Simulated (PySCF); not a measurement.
## A study: F2H2O2Si, SMILES `O[Si](O)(F)F`

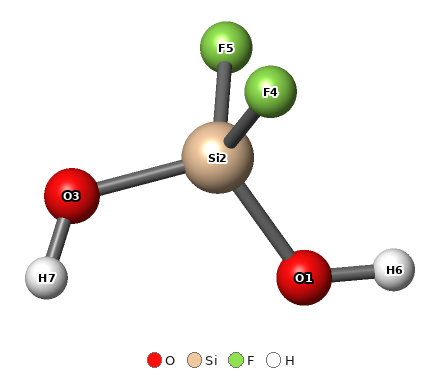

The molecule, with its atoms numbered as below. No frequency check shows the geometry to be a minimum.

Geometry (Å), atoms numbered from 1:

```
O1      -0.7415   -1.4119    0.2132
Si2      0.0187   -0.0149    0.0051
O3       1.5996   -0.2105   -0.0489
F4      -0.5309    0.7144   -1.3027
F5      -0.2953    1.0246    1.1616
H6      -1.6919   -1.4587    0.2753
H7       1.9996   -1.0047   -0.3911
```

Part 1: Bonding charge

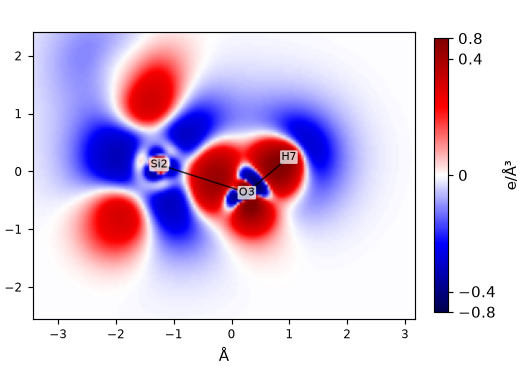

Deformation density (molecule less spherical, spin-averaged free atoms) in the plane of Si2, O3 and H7; colour scale in e/Å³, logarithmic beyond ±0.1; red: gain, blue: loss.

Method: ωB97X/def2-TZVP; geometry: GFN2-xTB; program: PySCF.

Question: Describe the bonding that the map shows.

Answer: O3–H7: +0.82 e/Å³ at the bond critical point (bond length 0.95 Å, Mayer order 0.9). Si2–O3: +0.17 e/Å³ at the bond critical point (bond length 1.59 Å, Mayer order 1.3). In all, 1.8 electrons gather in the regions of gain relative to the promolecule.

Part 2: Bond critical points

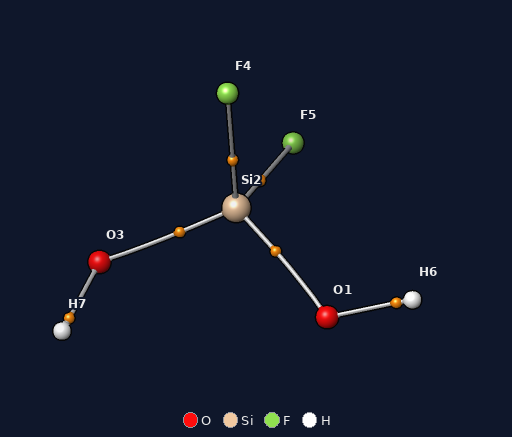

Molecular graph of the electron density (QTAIM): bond paths, bond critical points (orange), ring points (yellow, if any); weak paths are dashed.

Question: How many critical points of each kind are there, and does the count close?

Answer: 7 nuclei, 6 bond, 0 ring and 0 cage critical points: 7 − 6 + 0 − 0 = 1, as the Poincaré–Hopf relation requires.

Question: Give the properties at the bond critical points.

Answer:
| bond | length (Å) | ρ (a.u.) | ∇²ρ (a.u.) | ε | H (a.u.) |
| --- | --- | --- | --- | --- | --- |
| O3–H7 | 0.953 | 0.361 | −2.54 | 0.00 | −0.702 |
| O1–H6 | 0.954 | 0.361 | −2.53 | 0.00 | −0.700 |
| Si2–O3 | 1.594 | 0.159 | +1.01 | 0.09 | −0.062 |
| O1–Si2 | 1.604 | 0.155 | +0.96 | 0.08 | −0.060 |
| Si2–F5 | 1.586 | 0.145 | +1.04 | 0.00 | −0.045 |
| Si2–F4 | 1.595 | 0.142 | +1.00 | 0.00 | −0.044 |

Question: What kind of interaction is Si2–F4?

Answer: Polar or intermediate (positive Laplacian, negative energy density H): ρ = 0.142, ∇²ρ = +1.00, H = −0.044 a.u.

Part 3: Local ionisation energy

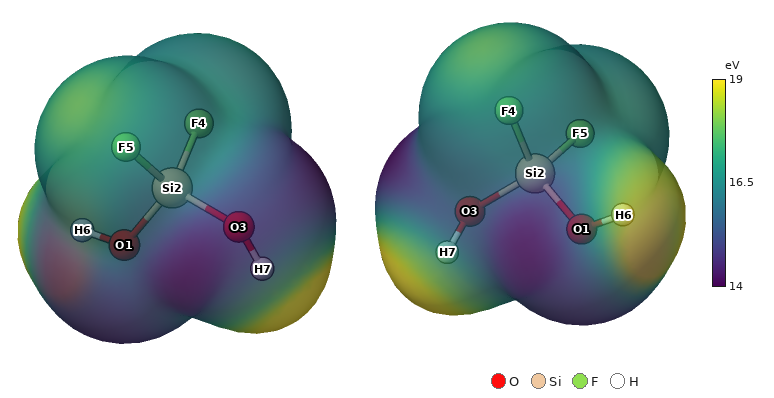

Average local ionisation energy on the surface of electron density 0.001 a.u. (back view left, front view right).

Question: Where are the most loosely bound electrons on this surface?

Answer: The lowest value is 14.0 eV, 1.9 Å from O3. Further minima include 16.2 eV, 1.7 Å from F4; 16.3 eV, 1.7 Å from F5. For comparison, the highest occupied orbital lies at −12.7 eV.

Question: What volume does the surface enclose, and what is the dipole moment?

Answer: About 86 Å³; the dipole moment is 2.5 D.

Part 4: In an electric field

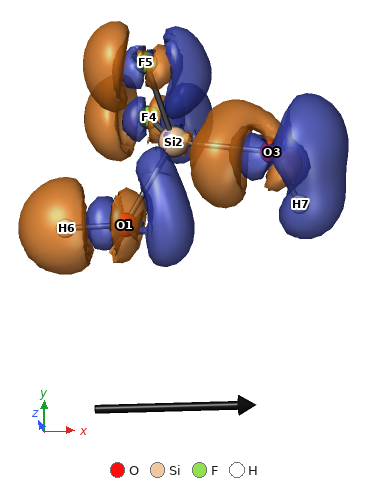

Change of the electron density in a uniform field of 0.21 V/Å along +x (arrow), surfaces at ±0.0015 e/Å³ (orange: gain, blue: loss).

Level of theory: ωB97X/def2-TZVP (PySCF), at a geometry from GFN2-xTB. A basis without diffuse functions makes polarisabilities too small.

Question: What dipole is induced, and what polarisability does it imply?

Answer: The induced dipole is 0.29 D (along the field); α along this axis, from the fields in both directions, is 29 bohr³ (4.3 Å³).

Question: Which atoms gain and lose the most charge?

Answer: Electrons gather most on H6 (Hirshfeld charge changes by −0.006 e) and leave O3 most (+0.006 e); 0.034 electrons are displaced in all.

Part 5: Removing or adding an electron

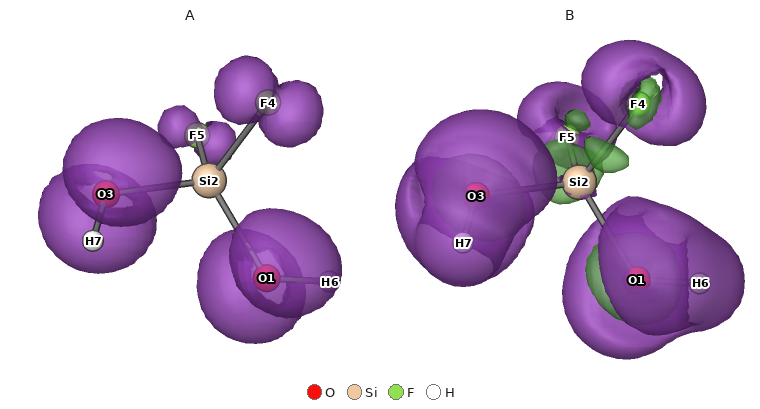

The Fukui function f⁻ from two separate SCF calculations and the density of the HOMO, at ±0.02 e/Å³ (purple positive, green negative).

PySCF calculation, ωB97X/def2-TZVP, gas phase; geometry: GFN2-xTB.

Question: Which panel is which, and how good is the frozen-orbital picture?

Answer: B is f⁻ (it has negative regions), A the HOMO density. The HOMO lies on O3 (42 %), O1 (35 %) and Si2 (8 %); f⁻ (Hirshfeld-condensed) is largest on O3 (0.27) and O1 (0.25); the vertical ionisation energy is 13.06 eV (the stability of the cation's solution wasn't checked). Relaxation shifts 24 % of the electron between atoms. The orbital energy is −12.73 eV.

The PySCF runs shown took 19 s, 45 s and 79 s on 1 thread of Arm Neoverse V2, on a shared host.
